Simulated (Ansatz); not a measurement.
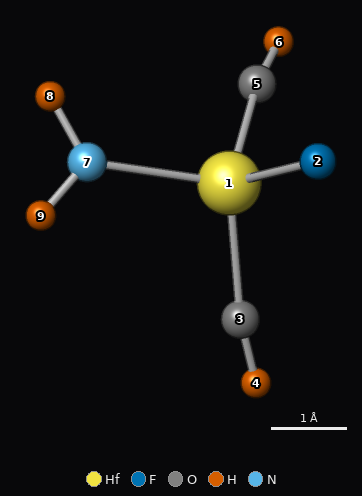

Figure 1. The starting structure (ball-and-stick view, seen at a tilt; atoms are numbered from 1 in the order of the input). Sticks mark near contacts.

# Molecular dynamics, with input and output: HfNH4O2F

HfNH4O2F, computed with RKS PBE0/def2-SVP (Ansatz 0.2.0).

One setting was made poor on purpose. It belongs to a series of runs on one base structure; here: dynamics from the start. Figures and captions count atoms from 1; the log counts them from 0 in places.

### Output
```
Engine: ansatz 0.2.0, aarch64-unknown-linux-gnu
Functional definition: PBE0
  parameter a = 0.25
  parameter kappa = 0.804
  parameter beta = 0.06672455060314922
  exchange = (1 - a)*pbe_x(kappa = kappa, mu = beta*pi^2/3) + a*exact_x
  correlation = pbe_c(beta = beta)
1134 factors; integrals over basis functions are off by at most 4.8e-4 eV
mean field evaluation 1: about -9648.2920 eV, gradient 9.4e1 eV
mean field evaluation 2: about -9605.8534 eV, gradient 1.7e2 eV
mean field evaluation 4: about -9664.1095 eV, gradient 6.6e0 eV
mean field evaluation 8: about -9664.2343 eV, gradient 3.2e-1 eV
mean field evaluation 16: about -9664.2345 eV, gradient 2.4e-5 eV
mean field -9664.23447994 eV, -355.1540664845 hartree, gradient 2.3e-5 eV, S^2 0.000000; 0 other end points of the search recorded, 0 dependent functions left out
the calculation of the forces begins
reference -9664.23453869 eV, -355.1540686434 hartree; 24, 24 occupied and 84, 84 virtual orbitals, 1134 factors
md step     0: t =     0.00 fs  T =  1000.0 K  F+E_penalty+E_count = -9664.23447994 eV  E_kin = 0.904820 eV  conserved = -9663.32965995 eV  (28 SCF iters)
these checks for a lower state are left out or cut short: starts, cluster_reference, orbital_swaps, neighbouring_geometries, increment
1134 factors; integrals over basis functions are off by at most 4.6e-4 eV
mean field -9663.49913978 eV, -355.1270432318 hartree, gradient 1.2e-5 eV, S^2 0.000000; 0 other end points of the search recorded, 0 dependent functions left out
[... from here on the field's lines of each further geometry are left out, up to the last ...]
md step     1: t =     3.00 fs  T =  1902.6 K  F+E_penalty+E_count = -9663.49913978 eV  E_kin = 1.721474 eV  conserved = -9661.77766624 eV  (35 SCF iters)
md step     2: t =     6.00 fs  T =  2582.9 K  F+E_penalty+E_count = -9657.99816384 eV  E_kin = 2.337080 eV  conserved = -9655.66108409 eV  (40 SCF iters)
md step     3: t =     9.00 fs  T =  1458.0 K  F+E_penalty+E_count = -9656.97321121 eV  E_kin = 1.319264 eV  conserved = -9655.65394684 eV  (45 SCF iters)
md step     4: t =    12.00 fs  T = 88045.6 K  F+E_penalty+E_count = -9647.06828344 eV  E_kin = 79.665401 eV  conserved = -9567.40288283 eV  (43 SCF iters)
md step     5: t =    15.00 fs  T = 407450.5 K  F+E_penalty+E_count = -9652.57901711 eV  E_kin = 368.669351 eV  conserved = -9283.90966615 eV  (176 SCF iters)
md step     6: t =    18.00 fs  T = 2686770.5 K  F+E_penalty+E_count = -9596.40414423 eV  E_kin = 2431.043668 eV  conserved = -7165.36047604 eV  (75 SCF iters)
md step     7: t =    21.00 fs  T = 10016589.2 K  F+E_penalty+E_count = -9640.11504286 eV  E_kin = 9063.210140 eV  conserved = -576.90490332 eV  (111 SCF iters)
md step     8: t =    24.00 fs  T = 10038122.9 K  F+E_penalty+E_count = -9641.16674546 eV  E_kin = 9082.694323 eV  conserved = -558.47242247 eV  (305 SCF iters)
md step     9: t =    27.00 fs  T = 10043260.6 K  F+E_penalty+E_count = -9634.49768528 eV  E_kin = 9087.342990 eV  conserved = -547.15469492 eV  (338 SCF iters)
md step    10: t =    30.00 fs  T = 10081541.4 K  F+E_penalty+E_count = -9631.00030547 eV  E_kin = 9121.980220 eV  conserved = -509.02008590 eV  (298 SCF iters)
md step    11: t =    33.00 fs  T = 10080519.8 K  F+E_penalty+E_count = -9630.27439275 eV  E_kin = 9121.055812 eV  conserved = -509.21858119 eV  (439 SCF iters)
md step    12: t =    36.00 fs  T = 10080217.2 K  F+E_penalty+E_count = -9629.98351786 eV  E_kin = 9120.782042 eV  conserved = -509.20147559 eV  (599 SCF iters)
md step    13: t =    39.00 fs  T = 10079614.6 K  F+E_penalty+E_count = -9629.34960981 eV  E_kin = 9120.236774 eV  conserved = -509.11283604 eV  (547 SCF iters)
md step    14: t =    42.00 fs  T = 10079093.6 K  F+E_penalty+E_count = -9628.98953986 eV  E_kin = 9119.765362 eV  conserved = -509.22417775 eV  (769 SCF iters)
md step    15: t =    45.00 fs  T = 10078894.5 K  F+E_penalty+E_count = -9628.69082015 eV  E_kin = 9119.585254 eV  conserved = -509.10556569 eV  (697 SCF iters)
md step    16: t =    48.00 fs  T = 10078839.1 K  F+E_penalty+E_count = -9628.22277478 eV  E_kin = 9119.535074 eV  conserved = -508.68770069 eV  (578 SCF iters)
md step    17: t =    51.00 fs  T = 10079081.6 K  F+E_penalty+E_count = -9628.75091412 eV  E_kin = 9119.754526 eV  conserved = -508.99638850 eV  (689 SCF iters)
md step    18: t =    54.00 fs  T = 10082109.3 K  F+E_penalty+E_count = -9626.67099820 eV  E_kin = 9122.494058 eV  conserved = -504.17694020 eV  (763 SCF iters)
md step    19: t =    57.00 fs  T = 10095373.8 K  F+E_penalty+E_count = -9622.60252055 eV  E_kin = 9134.496014 eV  conserved = -488.10650926 eV  (2662 SCF iters)
md step    20: t =    60.00 fs  T = 10094244.1 K  F+E_penalty+E_count = -9622.01597576 eV  E_kin = 9133.473906 eV  conserved = -488.54680616 eV  (1368 SCF iters)
md step    21: t =    63.00 fs  T = 10094349.7 K  F+E_penalty+E_count = -9622.13978471 eV  E_kin = 9133.569401 eV  conserved = -488.57511896 eV  (1530 SCF iters)
md step    22: t =    66.00 fs  T = 10094554.0 K  F+E_penalty+E_count = -9622.32894945 eV  E_kin = 9133.754259 eV  conserved = -488.57942621 eV  (776 SCF iters)
md step    23: t =    69.00 fs  T = 10094726.9 K  F+E_penalty+E_count = -9622.48629731 eV  E_kin = 9133.910708 eV  conserved = -488.58032420 eV  (1131 SCF iters)
md step    24: t =    72.00 fs  T = 10094835.0 K  F+E_penalty+E_count = -9622.58049572 eV  E_kin = 9134.008486 eV  conserved = -488.57674540 eV  (761 SCF iters)
md step    25: t =    75.00 fs  T = 10094900.0 K  F+E_penalty+E_count = -9622.63630898 eV  E_kin = 9134.067312 eV  conserved = -488.57373268 eV  (767 SCF iters)
md step    26: t =    78.00 fs  T = 10094943.8 K  F+E_penalty+E_count = -9622.67967479 eV  E_kin = 9134.106990 eV  conserved = -488.57742006 eV  (749 SCF iters)
md step    27: t =    81.00 fs  T = 10094930.9 K  F+E_penalty+E_count = -9622.67350901 eV  E_kin = 9134.095313 eV  conserved = -488.58293092 eV  (726 SCF iters)
md step    28: t =    84.00 fs  T = 10094815.4 K  F+E_penalty+E_count = -9622.57002378 eV  E_kin = 9133.990837 eV  conserved = -488.58392179 eV  (808 SCF iters)
md step    29: t =    87.00 fs  T = 10094603.7 K  F+E_penalty+E_count = -9622.37690252 eV  E_kin = 9133.799289 eV  conserved = -488.58234840 eV  (844 SCF iters)
md step    30: t =    90.00 fs  T = 10094343.0 K  F+E_penalty+E_count = -9622.13843772 eV  E_kin = 9133.563354 eV  conserved = -488.57981872 eV  (1053 SCF iters)
md step    31: t =    93.00 fs  T = 10094088.8 K  F+E_penalty+E_count = -9621.90602979 eV  E_kin = 9133.333356 eV  conserved = -488.57740864 eV  (1275 SCF iters)
md step    32: t =    96.00 fs  T = 10093890.5 K  F+E_penalty+E_count = -9621.72416603 eV  E_kin = 9133.153884 eV  conserved = -488.57501779 eV  (686 SCF iters)
md step    33: t =    99.00 fs  T = 10093790.8 K  F+E_penalty+E_count = -9621.63193370 eV  E_kin = 9133.063728 eV  conserved = -488.57294129 eV  (674 SCF iters)
md step    34: t =   102.00 fs  T = 10093817.7 K  F+E_penalty+E_count = -9621.65656234 eV  E_kin = 9133.088046 eV  conserved = -488.57325128 eV  (915 SCF iters)
md step    35: t =   105.00 fs  T = 10093954.8 K  F+E_penalty+E_count = -9621.78476339 eV  E_kin = 9133.212139 eV  conserved = -488.57735965 eV  (889 SCF iters)
md step    36: t =   108.00 fs  T = 10094125.7 K  F+E_penalty+E_count = -9621.94497809 eV  E_kin = 9133.366718 eV  conserved = -488.58299528 eV  (1008 SCF iters)
md step    37: t =   111.00 fs  T = 10094229.4 K  F+E_penalty+E_count = -9622.04105309 eV  E_kin = 9133.460555 eV  conserved = -488.58523363 eV  (1039 SCF iters)
md step    38: t =   114.00 fs  T = 10094215.0 K  F+E_penalty+E_count = -9622.02381253 eV  E_kin = 9133.447567 eV  conserved = -488.58098098 eV  (908 SCF iters)
md step    39: t =   117.00 fs  T = 10094121.8 K  F+E_penalty+E_count = -9621.93332362 eV  E_kin = 9133.363231 eV  conserved = -488.57482825 eV  (810 SCF iters)
the calculation of the forces begins
reference -9621.84238486 eV, -353.5961857244 hartree; 24, 24 occupied and 84, 84 virtual orbitals, 1105 factors
1105 factors; integrals over basis functions are off by at most 3.5e-4 eV
mean field evaluation 1984: about -9621.8279 eV, gradient 2.3e-1 eV
mean field evaluation 2016: about -9621.8419 eV, gradient 6.7e-4 eV
mean field evaluation 2048: about -9499.9743 eV, gradient 1.1e2 eV
mean field evaluation 2080: about -9621.8422 eV, gradient 2.1e-3 eV
mean field evaluation 2112: about -9621.8423 eV, gradient 6.3e-4 eV
mean field evaluation 2144: about -9621.8416 eV, gradient 1.4e-1 eV
mean field evaluation 2176: about -9621.8423 eV, gradient 3.3e-3 eV
mean field evaluation 2208: about -9621.8423 eV, gradient 3.5e-5 eV
mean field evaluation 2240: about -9621.8423 eV, gradient 1.1e-2 eV
mean field -9621.84228050 eV, -353.5961818895 hartree, gradient 3.3e-10 eV, S^2 0.000000; 9 other end points of the search recorded, 0 dependent functions left out
the calculation of the forces begins
reference -9621.84238486 eV, -353.5961857244 hartree; 24, 24 occupied and 84, 84 virtual orbitals, 1105 factors
md step    40: t =   120.00 fs  T = 10094021.8 K  F+E_penalty+E_count = -9621.84228050 eV  E_kin = 9133.272715 eV  conserved = -488.57430122 eV  (2077 SCF iters)
```

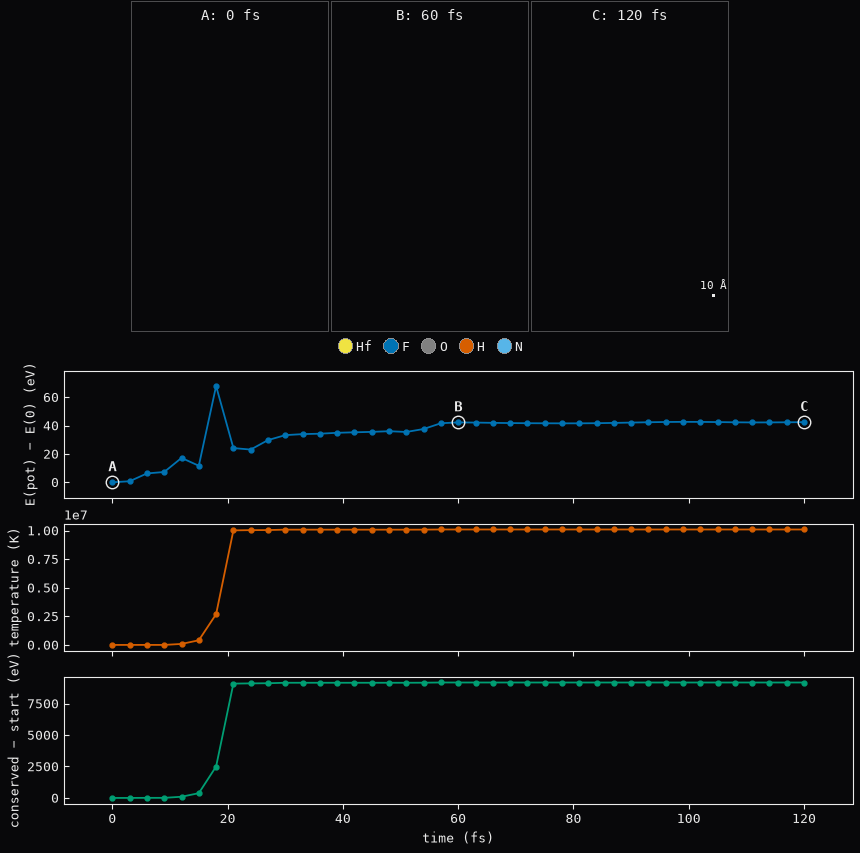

Figure 2. Frames of the molecular dynamics (ball-and-stick, seen at a tilt) above the curves, on which the letters mark them. The trajectory kept here has 41 frames over 120 fs. The temperature starts at 1000 K, ranges from 1000 to 10095374 K and averages 10094357 K over the second half. The potential energy ends 42.392 eV above its first value. The conserved quantity stays within 9200 eV. After an unweighted best fit of the last frame on the first, the root-mean-square displacement is 412.13 Å, and H6 has moved furthest (1132.69 Å).

```
Total energy: -9621.84238486 eV, -353.5961857244 hartree
Atom 0 at     0.054889    -0.712614     0.207092 Å, force    -1.890088     0.814093     2.991217 eV/Å
Atom 1 at    -1.090389    -0.368754     1.867229 Å, force     0.018097    -1.753995    -1.758601 eV/Å
Atom 2 at    -3.422374   -10.865901     8.657507 Å, force     0.000689     0.001205    -0.001768 eV/Å
Atom 3 at    80.522161   187.630094  -188.647298 Å, force    -0.000001    -0.000001    -0.000001 eV/Å
Atom 4 at    77.583592   -15.617287    16.497721 Å, force    -0.000017    -0.000004    -0.000008 eV/Å
Atom 5 at -1195.768736   348.930029  -285.723172 Å, force     0.000001    -0.000001    -0.000000 eV/Å
Atom 6 at     0.782707     0.724269     0.788604 Å, force     1.871299     0.938665    -1.230862 eV/Å
Atom 7 at   -84.457352   -11.039844     0.345694 Å, force     0.000216    -0.000057    -0.000032 eV/Å
Atom 8 at    -0.974536   -34.704329   -13.409997 Å, force    -0.000196     0.000094     0.000055 eV/Å
Dipole moment:    -9.999551     2.982372    -5.181213 e Å
```

### Trajectory as extended XYZ (Å, eV, eV/Å), 11 of the 41 frames kept, from step=0 to step=40
```
9
Properties=species:S:1:pos:R:3:forces:R:3 step=0 time_fs=0.0 energy=-9664.23448 temperature=1000.0
Hf   -0.0907   -0.2031   -0.0406    0.0090   0.0128   0.0023
F     0.0407   -0.1933    1.8870   -0.0010  -0.0029   0.0010
O     1.6886   -0.2983   -0.7730   -0.0016   0.0003  -0.0010
H     2.5732   -0.1789   -1.1107   -0.0014   0.0008   0.0004
O    -1.1620    1.3074   -0.5715   -0.0007  -0.0003  -0.0015
H    -1.5690    2.1316   -0.8274    0.0015  -0.0002   0.0005
N    -1.0718   -1.8846   -0.6366   -0.0045  -0.0075  -0.0019
H    -2.0798   -1.9891   -0.7233   -0.0011  -0.0005  -0.0011
H    -0.6389   -2.7720   -0.8813   -0.0002  -0.0026   0.0014
9
Properties=species:S:1:pos:R:3:forces:R:3 step=4 time_fs=12.0 energy=-9647.06828 temperature=88045.6
Hf   -0.0992   -0.1953   -0.0394    2.4062  -0.8360   0.9117
F     0.0342   -0.1989    1.8996   -0.0798  -0.0863  -0.2414
O     1.7665   -0.4115   -0.7918  -32.1575 -62.9935  64.5689
H     1.9508   -0.0224   -1.1820   31.2734  63.6266 -64.4354
O    -1.1162    1.2733   -0.5398   -3.7588   4.1742  -1.7803
H    -2.4955    2.4630   -1.0468    3.1146  -2.7914   1.1640
N    -0.9750   -1.8544   -0.7014   -5.7432   2.2997   0.2662
H    -2.1275   -1.8490   -0.5275    3.8989  -0.0572  -0.7154
H    -0.7212   -2.7631   -0.5458    1.0461  -3.3359   0.2616
9
Properties=species:S:1:pos:R:3:forces:R:3 step=8 time_fs=24.0 energy=-9641.16675 temperature=10038122.9
Hf   -0.1070   -0.1988   -0.0268    5.9425  -7.7729   3.4508
F     0.0109   -0.2069    1.9053   -1.6361   1.4227  -0.9516
O     1.2728   -1.8196    0.4741   -1.9279   4.9999  -2.4399
H    10.6822   20.8298  -22.0134   -0.0003   0.0000   0.0000
O     3.3184    0.2590    0.4450   -1.5291  -0.5726  -0.2462
H   -71.8029   21.9157  -17.4276    0.0003   0.0000   0.0000
N    -0.9987   -1.9240   -0.7598   -2.3975   1.4288   0.9590
H    -2.0800   -1.9074   -0.6677    2.0371  -0.5335  -0.4089
H    -0.5951   -2.8341   -0.4416   -0.4890   1.0277  -0.3632
9
Properties=species:S:1:pos:R:3:forces:R:3 step=12 time_fs=36.0 energy=-9629.98352 temperature=10080217.2
Hf   -0.1301   -0.2656    0.0081    0.3539  -1.0805  -0.8249
F    -0.0939   -0.1532    1.8753   -0.3000   0.0912   0.6872
O     0.7166   -3.0443    1.5833   -0.1054   0.6905  -0.6819
H    19.4123   41.6799  -42.8427    0.0000   0.0000   0.0000
O    12.6022   -1.7257    2.4518   -0.0031   0.0014  -0.0012
H  -212.2987   62.7925  -50.9646    0.0000   0.0000   0.0000
N    -0.5016   -1.8554   -0.8123    0.2920   2.6896   0.2323
H    -9.8110   -2.8857   -0.6300    0.0153   0.0036   0.0013
H    -0.4727   -2.7636   -0.4435   -0.2526  -2.3958   0.5873
9
Properties=species:S:1:pos:R:3:forces:R:3 step=16 time_fs=48.0 energy=-9628.22278 temperature=10078839.1
Hf   -0.1487   -0.3370    0.0436    0.1887   2.9591  -1.1447
F    -0.2298   -0.0848    1.8950   -0.1283  -0.5262   1.6659
O     0.1284   -4.1750    2.6065   -0.0316   0.1273  -0.1098
H    28.1423   62.5300  -63.6720    0.0000   0.0000   0.0000
O    21.8854   -3.7102    4.4584   -0.0009   0.0003  -0.0003
H  -352.7945  103.6693  -84.5015    0.0000   0.0000   0.0000
N     0.2350   -1.8304   -0.8249   -3.2703  -6.1944  -0.1593
H   -20.4832   -4.0514   -0.4907    0.0039   0.0007   0.0001
H    -0.4127   -2.8772   -0.7854    3.2385   3.6334  -0.2520
9
Properties=species:S:1:pos:R:3:forces:R:3 step=20 time_fs=60.0 energy=-9622.01598 temperature=10094244.1
Hf   -0.1609   -0.3909    0.0707    2.0551  -2.8530  -2.0167
F    -0.3732   -0.0530    2.0065    0.5020  -0.6943  -0.8006
O    -0.4629   -5.2933    3.6180   -0.0048   0.0191  -0.0178
H    36.8723   83.3800  -84.5012    0.0000   0.0000   0.0000
O    31.1684   -5.6947    6.4650   -0.0002   0.0000  -0.0001
H  -493.2902  144.5461 -118.0385    0.0000   0.0000   0.0000
N     0.8659   -1.7979   -0.7633   -2.5714   3.4516   2.7944
H   -31.1492   -5.2160   -0.3511    0.0017   0.0000  -0.0001
H     0.1486   -5.7068   -2.2311    0.0176   0.0765   0.0408
9
Properties=species:S:1:pos:R:3:forces:R:3 step=24 time_fs=72.0 energy=-9622.58050 temperature=10094835.0
Hf   -0.1589   -0.4633    0.0853    0.0098   0.0658   0.8821
F    -0.4848   -0.0675    2.0606    0.6678  -0.5072  -1.6189
O    -1.0547   -6.4088    4.6270   -0.0012   0.0068  -0.0082
H    45.6023  104.2300 -105.3304    0.0000   0.0000   0.0000
O    40.4515   -7.6793    8.4715    0.0000   0.0000   0.0000
H  -633.7859  185.4229 -151.5754    0.0000   0.0000   0.0000
N     1.3302   -1.2549   -0.4037   -0.6766   0.4340   0.7447
H   -41.8127   -6.3805   -0.2115    0.0010  -0.0001  -0.0001
H    -0.0746  -11.5080   -4.4678   -0.0008   0.0006   0.0004
9
Properties=species:S:1:pos:R:3:forces:R:3 step=28 time_fs=84.0 energy=-9622.57002 temperature=10094815.4
Hf   -0.1525   -0.5384    0.1046    3.2720   0.1530   1.4818
F    -0.5513   -0.1194    2.0005    0.1373  -0.2955  -1.4067
O    -1.6467   -7.5235    5.6353   -0.0002   0.0040  -0.0055
H    54.3323  125.0800 -126.1596    0.0000   0.0000   0.0000
O    49.7345   -9.6638   10.4781    0.0000   0.0000   0.0000
H  -774.2816  226.2997 -185.1123    0.0000   0.0000   0.0000
N     1.6785   -0.6286    0.0513   -3.4092   0.1384  -0.0696
H   -52.4749   -7.5452   -0.0721    0.0006  -0.0001  -0.0001
H    -0.2988  -17.3077   -6.7037   -0.0005   0.0003   0.0002
9
Properties=species:S:1:pos:R:3:forces:R:3 step=32 time_fs=96.0 energy=-9621.72417 temperature=10093890.5
Hf   -0.1223   -0.6106    0.1346    6.3563   1.7340   0.2268
F    -0.6136   -0.1911    1.8561   -1.4143   0.1483   1.6166
O    -2.2386   -8.6380    6.6431    0.0006   0.0039  -0.0048
H    63.0622  145.9301 -146.9889    0.0000   0.0000   0.0000
O    59.0175  -11.6483   12.4846    0.0000   0.0000   0.0000
H  -914.7773  267.1765 -218.6493    0.0000   0.0000   0.0000
N     1.7168   -0.0133    0.4857   -4.9427  -1.8864  -1.8387
H   -63.1362   -8.7100    0.0672    0.0004  -0.0001   0.0000
H    -0.5236  -23.1070   -8.9393   -0.0003   0.0004   0.0002
9
Properties=species:S:1:pos:R:3:forces:R:3 step=36 time_fs=108.0 energy=-9621.94498 temperature=10094125.7
Hf   -0.0459   -0.6697    0.1675    3.4609   2.4613   0.8111
F    -0.7780   -0.2585    1.8120   -2.3246  -0.5381   1.6296
O    -2.8305   -9.7520    7.6504    0.0008   0.0026  -0.0033
H    71.7922  166.7801 -167.8181    0.0000   0.0000   0.0000
O    68.3006  -13.6328   14.4912    0.0000   0.0000   0.0000
H  -1055.2730  308.0532 -252.1862    0.0000   0.0000   0.0000
N     1.3046    0.4301    0.7465   -1.1372  -1.9260  -2.4375
H   -73.7970   -9.8749    0.2065    0.0003  -0.0001   0.0000
H    -0.7489  -28.9058  -11.1747   -0.0002   0.0002   0.0001
9
Properties=species:S:1:pos:R:3:forces:R:3 step=40 time_fs=120.0 energy=-9621.84228 temperature=10094021.8
Hf    0.0549   -0.7126    0.2071   -1.8901   0.8141   2.9912
F    -1.0904   -0.3688    1.8672    0.0181  -1.7540  -1.7586
O    -3.4224  -10.8659    8.6575    0.0007   0.0012  -0.0018
H    80.5222  187.6301 -188.6473    0.0000   0.0000   0.0000
O    77.5836  -15.6173   16.4977    0.0000   0.0000   0.0000
H  -1195.7687  348.9300 -285.7232    0.0000   0.0000   0.0000
N     0.7827    0.7243    0.7886    1.8713   0.9387  -1.2309
H   -84.4574  -11.0398    0.3457    0.0002  -0.0001   0.0000
H    -0.9745  -34.7043  -13.4100   -0.0002   0.0001   0.0001
```

The run was set up as follows.

### The input
```yaml
crystal:
  periodic: [false, false, false]
  atoms:
    - { symbol: Hf, position_ang: [-0.090722, -0.203141, -0.040587] }
    - { symbol: F, position_ang: [0.040704, -0.193309, 1.886957] }
    - { symbol: O, position_ang: [1.688633, -0.298305, -0.772956] }
    - { symbol: H, position_ang: [2.573191, -0.178887, -1.11066] }
    - { symbol: O, position_ang: [-1.161988, 1.307423, -0.571467] }
    - { symbol: H, position_ang: [-1.569007, 2.13162, -0.827421] }
    - { symbol: "N", position_ang: [-1.071754, -1.884642, -0.636609] }
    - { symbol: H, position_ang: [-2.079837, -1.989092, -0.723264] }
    - { symbol: H, position_ang: [-0.63892, -2.771967, -0.881293] }
basis:
  gaussian: { orbitals: def2-SVP }
hamiltonian:
  xc: pbe0
md:
  timestep: 3.0
  n_steps: 40
  ensemble: nve
  temperature: 1000.0
  initial_velocities: maxwell_boltzmann
  seed: 985955
```

Command:
```bash
ansatz run input.yaml --threads 2 --pin off --max-ram 3072MiB --backend cpu --events-out ev --progress --plain --runs-dir out
```

### Results in brief

- outcome: finished
- mean temperature over the second half: 10094357 K
- trajectory: 40 steps, 120 fs
- ensemble: nve
- temperature in the input: 1000.0 K
- time step: 3.0 fs
- potential energy (last step): −9621.8424 eV
- mean-field energy (last step): −9621.8424 eV
- largest force (length of the vector) (last step): 3.631 eV/Å
- hardware: 2 threads of Arm Neoverse V2, 24 GiB of memory available, shared host
- wall time: 22 min (CPU time 44 min)
- peak memory: 0.3 GiB

A deliberately poor setting: time step. So short a trajectory is not equilibrated. The integration failed: the conserved energy drifts or the temperature runs away, so the later frames and the averages aren't results; the time step is too long for this system.
